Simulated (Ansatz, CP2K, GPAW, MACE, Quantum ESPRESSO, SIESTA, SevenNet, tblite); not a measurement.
# Amorphous Zn12Cd27Se39 (78 atoms) in CP2K

Aim: run amorphous Zn12Cd27Se39 (78 atoms) in CP2K and see how near its forces come to a plane-wave reference, and at what cost.

Main program and level: CP2K 2026.2; the method is named at each step.

### Step 1. The starting structure

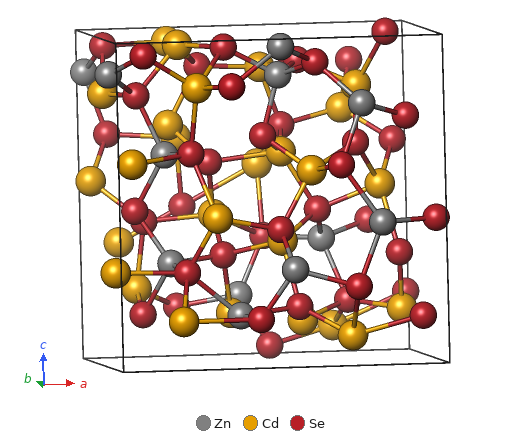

The cell as given, slightly off an axis (zinc grey, cadmium orange, selenium red).

The cell holds 78 atoms: 12 Zn, 27 Cd and 39 Se. Its edges and angles: a = 12.774 Å, b = 12.774 Å, c = 12.774 Å, α = 90.0°, β = 90.0°, γ = 90.0°. 78 atoms (12 Zn, 27 Cd, 39 Se) placed at random at 5.5 g/cm³, melted at 2500 K for 10 ps at fixed volume with the Stillinger-Weber II-VI potential (Zhou et al., Phys. Rev. B 88, 085309 (2013)). Quenched from 2500 K to 100 K at 50 K/ps and fixed volume, held 5 ps. Then every atom was moved at random, 0.02 Å r.m.s. a Cartesian component.

The yardstick, on the same geometry:

* method: Kohn-Sham DFT, PBE, PAW, plane waves (Ansatz 0.2.0); cutoff 420 eV, Γ point, fermi-dirac smearing of 0.05 eV; PAW set soft_2
* r.m.s. force component: 0.409 eV/Å
* longest force: 1.638 eV/Å
* pressure: 1.16 GPa
* SCF cycles: 16
* time: 89 s on 4 threads of Arm Neoverse V2, shared host
* CPU time: 5.8 min

### Step 2. PBE, DZVP-MOLOPT-SR, 800/50 Ry, diagonalisation

Method: Kohn-Sham DFT, PBE, GTH-PBE pseudopotentials, Gaussian and plane waves, DZVP-MOLOPT-SR-GTH, diagonalisation.

input.inp reads:

```
&GLOBAL
  PROJECT cell
  RUN_TYPE ENERGY_FORCE
  PRINT_LEVEL LOW
&END GLOBAL
&FORCE_EVAL
  METHOD QS
  STRESS_TENSOR ANALYTICAL
  &DFT
    BASIS_SET_FILE_NAME BASIS_MOLOPT
    POTENTIAL_FILE_NAME GTH_POTENTIALS
    &MGRID
      CUTOFF 800
      REL_CUTOFF 50
      NGRIDS 5
    &END MGRID
    &QS
      EPS_DEFAULT 1.0E-12
    &END QS
    &SCF
      SCF_GUESS ATOMIC
      EPS_SCF 5.0E-06
      MAX_SCF 200
      ADDED_MOS 14
      &DIAGONALIZATION
        ALGORITHM STANDARD
      &END DIAGONALIZATION
      &SMEAR ON
        METHOD FERMI_DIRAC
        ELECTRONIC_TEMPERATURE [K] 580
      &END SMEAR
      &MIXING
        METHOD BROYDEN_MIXING
        ALPHA 0.3
        NBROYDEN 12
      &END MIXING
      &PRINT
        &RESTART OFF
        &END RESTART
      &END PRINT
    &END SCF
    &XC
      &XC_FUNCTIONAL PBE
      &END XC_FUNCTIONAL
    &END XC
    &PRINT
      &MULLIKEN ON
      &END MULLIKEN
      &HIRSHFELD ON
        SHAPE_FUNCTION DENSITY
      &END HIRSHFELD
      &MO ON
        EIGENVALUES T
        OCCUPATION_NUMBERS T
        MO_INDEX_RANGE 340 363
        &EACH
          QS_SCF 0
        &END EACH
        ADD_LAST NUMERIC
      &END MO
    &END PRINT
  &END DFT
  &SUBSYS
    &CELL
      A 12.77450 0.00000 0.00000
      B 0.00000 12.77450 0.00000
      C 0.00000 0.00000 12.77450
    &END CELL
    &TOPOLOGY
      COORD_FILE_NAME structure.xyz
      COORD_FILE_FORMAT XYZ
    &END TOPOLOGY
    &KIND Zn
      BASIS_SET DZVP-MOLOPT-SR-GTH-q12
      POTENTIAL GTH-PBE-q12
    &END KIND
    &KIND Cd
      BASIS_SET DZVP-MOLOPT-SR-GTH-q12
      POTENTIAL GTH-PBE-q12
    &END KIND
    &KIND Se
      BASIS_SET DZVP-MOLOPT-SR-GTH-q6
      POTENTIAL GTH-PBE-q6
    &END KIND
  &END SUBSYS
  &PRINT
    &FORCES ON
    &END FORCES
    &STRESS_TENSOR ON
    &END STRESS_TENSOR
  &END PRINT
&END FORCE_EVAL
```

structure.xyz reads:

```xyz
78

Zn 9.02378 9.53859 4.57531
Zn 6.84764 4.45511 11.18765
Zn 9.72535 1.31284 10.14334
Zn 6.92020 0.79432 3.75902
Zn 2.48311 5.62410 8.14873
Zn 0.14882 3.88102 11.40265
Zn 10.33904 0.50970 5.53034
Zn 6.50695 0.55710 12.45641
Zn 5.85340 10.45631 2.40620
Zn 5.10814 3.73450 1.90315
Zn 2.67983 5.89007 3.90772
Zn 0.24565 12.40315 11.14115
Cd 7.00681 5.43849 4.69067
Cd 6.71159 9.11128 11.29930
Cd 9.62686 11.41798 1.07715
Cd 4.12348 2.36673 5.76283
Cd 9.98046 10.16735 9.58598
Cd 11.01328 6.66062 6.74698
Cd 9.39079 3.11826 1.04547
Cd 2.54890 1.11189 1.83940
Cd 4.74969 9.05623 5.63202
Cd 3.42344 2.45398 10.84785
Cd 5.23818 7.96733 1.82356
Cd 6.84394 11.77272 7.42646
Cd 7.92773 7.11527 1.50305
Cd 1.47341 12.55721 4.48053
Cd 3.07303 9.06849 9.14769
Cd 0.18945 3.28381 3.71138
Cd 0.77298 1.98810 7.97257
Cd 10.14525 6.45636 10.63004
Cd 7.93105 3.15645 7.50157
Cd 1.75713 9.55354 2.80055
Cd 0.42782 8.18743 10.47726
Cd 11.77592 6.75107 1.88807
Cd 3.31830 10.98390 12.31883
Cd 0.17463 10.48352 6.98944
Cd 3.18954 6.49238 12.37172
Cd 3.70895 11.85908 8.53426
Cd 7.23803 7.25068 8.08013
Se 9.92195 8.86218 2.18482
Se 11.03653 10.90265 5.17687
Se 3.95320 12.38475 5.83156
Se 3.51184 11.23121 1.99257
Se 4.72209 4.26017 12.33442
Se 6.92582 11.00268 4.65682
Se 7.56749 9.73621 8.99785
Se 4.42113 7.38034 7.74007
Se 7.09713 11.05263 0.38809
Se 9.37137 0.60411 3.04697
Se 3.24689 3.35854 8.25539
Se 9.89615 4.97605 8.45991
Se 11.57651 5.50862 4.12361
Se 11.78601 8.67222 8.37535
Se 12.00445 1.84528 1.79699
Se 1.67742 7.02955 1.89995
Se 5.60072 1.34401 1.83838
[... 18 atom lines left out ...]
Se 7.87420 6.69716 11.65213
Se 2.07279 9.33279 5.41192
Se 12.49819 11.33430 2.31793
Se 0.74373 10.28232 12.24270
```

Command:

```console
OMP_NUM_THREADS=2 cp2k.psmp -i input.inp > output.txt
```

Numbers of over 12 decimals in the logs are rounded to 6 here.

The program printed:

```text
CP2K| version string:                                       CP2K version 2026.2
 CP2K| Input file name                                                 input.inp
 GLOBAL| Basis set file name                                        BASIS_MOLOPT
 GLOBAL| Potential file name                                      GTH_POTENTIALS
 GLOBAL| Run type                                                   ENERGY_FORCE
 GLOBAL| Total number of message passing processes                             1
 GLOBAL| Number of threads for this process                                    2
 TOTAL NUMBERS AND MAXIMUM NUMBERS
  Total number of            - Atomic kinds:                                   3
                             - Atoms:                                         78
                             - Shell sets:                                    78
                             - Shells:                                       468
                             - Primitive Cartesian functions:                363
                             - Cartesian basis functions:                   1716
                             - Spherical basis functions:                   1482
  Maximum angular momentum of- Orbital basis functions:                        3
                             - Local part of the GTH pseudopotential:          0
                             - Non-local part of the GTH pseudopotential:      4
 SCF PARAMETERS         Density guess:                                    ATOMIC
                        max_scf:                                             200
                        eps_scf:                                        5.00E-06
                        added MOs                                        14    0
                        Mixing method:                            BROYDEN_MIXING
                                                charge density mixing in g-space
                        Smear method:                                FERMI_DIRAC
                        Electronic temperature [K]:                        580.0
                        Electronic temperature [a.u.]:                  1.84E-03
                        Accuracy threshold:                             1.00E-10
 Extrapolation method: initial_guess
 Number of electrons:                                                        702
 Number of occupied orbitals:                                                351
 Number of molecular orbitals:                                               365
 Number of orbital functions:                                               1482
 Number of independent orbital functions:                                   1482
 SCF WAVEFUNCTION OPTIMIZATION
  Step     Update method      Time    Convergence         Total energy    Change
     1 NoMix/Diag. 0.30E+00    7.1     1.62654973     -2341.9130647963 -2.34E+03
     2 Broy./Diag. 0.30E+00    9.1     0.74628589     -2338.6711015382  3.24E+00
     3 Broy./Diag. 0.30E+00    9.3     0.54850840     -2339.0107263440 -3.40E-01
     4 Broy./Diag. 0.30E+00    9.3     0.46655353     -2339.3392461281 -3.29E-01
[...]
18 Broy./Diag. 0.30E+00   10.6     0.00003393     -2338.9313845307  6.16E-05
    19 Broy./Diag. 0.30E+00   10.6     0.00000490     -2338.9313306231  5.39E-05
  *** SCF run converged in    19 steps ***
  Electronic density on regular grids:       -701.9999999999        0.0000000001
  Core density on regular grids:              701.9999999989       -0.0000000011
  Total charge density on r-space grids:       -0.0000000009
  Total charge density g-space grids:          -0.0000000009
  Overlap energy of the core charge distribution:               1.20369e-07
  Self energy of the core charge distribution:              -3726.547626
  Core Hamiltonian energy:                                   1130.517898
  Hartree energy:                                             624.822120
  Exchange-correlation energy:                               -367.714685
  Electronic entropic energy:                                  -0.00903866
  Fermi energy:                                                 0.137844
  Total energy:                                             -2338.931331
  Total energy (extrapolated to T->0):                      -2338.926811
 MO| EIGENVALUES AND OCCUPATION NUMBERS
 MO|
 MO|  Index      Eigenvalue [a.u.]        Eigenvalue [eV]             Occupation
 MO|    340               0.098494               2.680169               2.000000
 MO|    341               0.100191               2.726348               2.000000
 MO|    342               0.101117               2.751525               2.000000
[...]
MO|    362               0.194225               5.285144               0.000000
 MO|    363               0.196406               5.344472               0.000000
 MO| Sum:                                                             702.000000
 MO| E(Fermi):            0.137844 a.u.          3.750927 eV
 !-----------------------------------------------------------------------------!
                     Mulliken Population Analysis
 #  Atom  Element  Kind  Atomic population                           Net charge
       1     Zn       1         11.847627                              0.152373
       2     Zn       1         11.890839                              0.109161
       3     Zn       1         11.862025                              0.137975
[...]
77     Se       3          6.076479                             -0.076479
      78     Se       3          6.171231                             -0.171231
 # Total charge                            702.000000                  0.000000
 !-----------------------------------------------------------------------------!
 !-----------------------------------------------------------------------------!
                           Hirshfeld Charges
  #Atom  Element  Kind  Ref Charge     Population                    Net charge
      1       Zn     1      12.000         11.784                         0.216
      2       Zn     1      12.000         11.786                         0.214
      3       Zn     1      12.000         11.778                         0.222
[...]
77       Se     3       6.000          6.196                        -0.196
     78       Se     3       6.000          6.250                        -0.250
  Total Charge                                                            0.000
 !-----------------------------------------------------------------------------!
 ENERGY| Total FORCE_EVAL ( QS ) energy [hartree]          -2338.931312
 FORCES| Atomic forces [hartree/bohr]
 FORCES|   Atom     x               y               z               |f|
 FORCES|      1  4.39586861E-03 -1.27021544E-03 -6.63542358E-03   8.06014604E-03
 FORCES|      2  3.07076397E-03  2.51654033E-03 -1.06562697E-02   1.13718358E-02
 FORCES|      3 -1.01787058E-03 -2.33969634E-03  2.59561272E-03   3.63970396E-03
[...]
FORCES|     77  1.32138131E-02 -5.69236641E-03  6.88669496E-03   1.59510018E-02
 FORCES|     78 -2.74288684E-03 -1.02374621E-02 -1.91489708E-03   1.07701388E-02
 FORCES| Sum     1.70193284E-04 -6.86030871E-05 -7.46552557E-04
 FORCES| Total atomic force                                       7.68773606E-04
 STRESS| Analytical stress tensor [bar]
 STRESS|                        x                   y                   z
 STRESS|      x        2.06500059612E+04  -4.06432378842E+03   1.78346443097E+03
 STRESS|      y       -4.06432378842E+03   1.62561506892E+04  -5.41668116815E+03
 STRESS|      z        1.78346443097E+03  -5.41668116815E+03   2.00520543192E+04
 STRESS| 1/3 Trace                                             1.89860703232E+04
```

Elapsed: 3.7 min, on 2 threads of Arm Neoverse V2, shared host; peak memory 9.1 GiB.

Banners, paths, timers and routine set-up lines are dropped from the logs unmarked, and long logs keep their key lines alone; longer cuts are marked.

Compared with the plane-wave run:

```
r.m.s. force component                  : 0.4364 eV/Å
r.m.s. difference of force components   : 41.08 meV/Å
longest difference of force vectors     : 143.2 meV/Å
force difference over r.m.s. force      : 10.05 %
slope of forces against the reference's : 1.064
correlation of force components         : 0.9974
pressure                                : 1.899 GPa
pressure difference                     : 0.739 GPa
```

Length of the force difference by element (eV/Å):

| element | atoms | mean | most |
| --- | --- | --- | --- |
| Cd | 27 | 0.071 | 0.12 |
| Se | 39 | 0.058 | 0.14 |
| Zn | 12 | 0.077 | 0.11 |

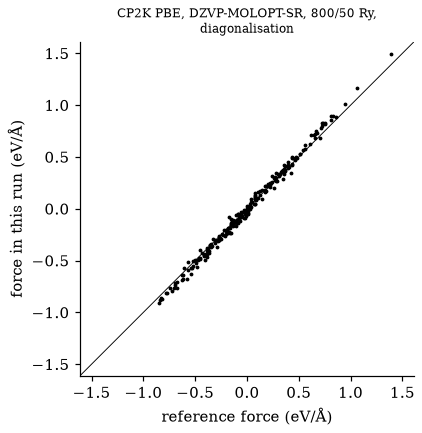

Force components against those of the reference; the line marks equality.

Local excerpt of 11 atoms (numbers count through the whole input) about Zn11, picked at random; x, y, z are measured from there.

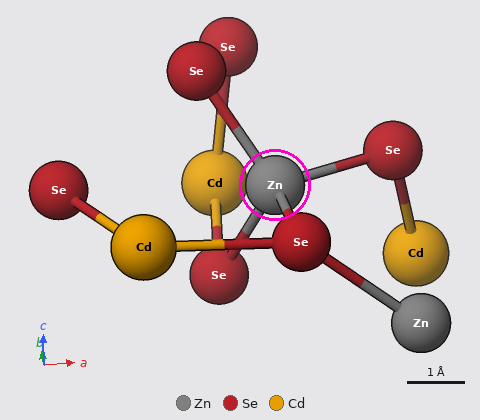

The atoms of the table, within 3.9 Å (arrows a, b, c point along x, y, z); some may hide others; the central atom is ringed.

| atom | x | y | z | distance (Å) | bonds | Hirshfeld charge (e) | Fx | Fy | Fz (eV/Å) |
| --- | --- | --- | --- | --- | --- | --- | --- | --- | --- |
| Zn11 | 0.00 | 0.00 | 0.00 | 0.00 | 4 | 0.21 | -0.67 | -0.12 | 0.18 |
| Se62 | 2.16 | 0.96 | 0.23 | 2.37 | 4 | -0.25 | 0.28 | -0.39 | 0.33 |
| Se70 | -1.31 | 0.48 | 2.05 | 2.48 | 3 | -0.20 | -0.47 | 0.37 | 0.63 |
| Se55 | -1.00 | 1.14 | -2.01 | 2.52 | 4 | -0.26 | 0.57 | 0.05 | -0.33 |
| Se65 | 0.33 | -2.50 | -0.27 | 2.54 | 5 | -0.24 | -0.01 | 0.22 | -0.87 |
| Cd28 | -2.49 | -2.61 | -0.20 | 3.61 | 4 | 0.23 | -0.30 | 0.72 | -0.10 |
| Se76 | -0.61 | 3.44 | 1.50 | 3.81 | 3 | -0.22 | -0.19 | -0.04 | 0.33 |
| Zn10 | 2.43 | -2.16 | -2.00 | 3.82 | 4 | 0.23 | 0.37 | -0.08 | 0.17 |
| Cd23 | 2.56 | 2.08 | -2.08 | 3.90 | 1 | 0.14 | -0.19 | 0.18 | -0.46 |
| Se52 | -3.88 | -0.38 | 0.22 | 3.90 | 3 | -0.29 | -0.09 | -0.44 | 0.89 |
| Cd32 | -0.92 | 3.66 | -1.11 | 3.94 | 4 | 0.22 | -0.91 | -0.41 | -0.09 |

Forces lie 10 % from the reference's, at 1.1 times its CPU time (on 2 against 4 cores).

[end of part 1 of 2]

[Also dropped from logs without a mark: logging warnings of Python, and SIESTA's first energy breakdown and zero terms.]

[Logs are printed without paths, hosts, clocks, repeated set-up lines and the standing remarks that a program may print on its own settings, such as how far it seeks lower states.]

[Hosts, paths, dates, database ids (printed as entryN), source tags and the programs' standing remarks are cut or masked in the printed files.]
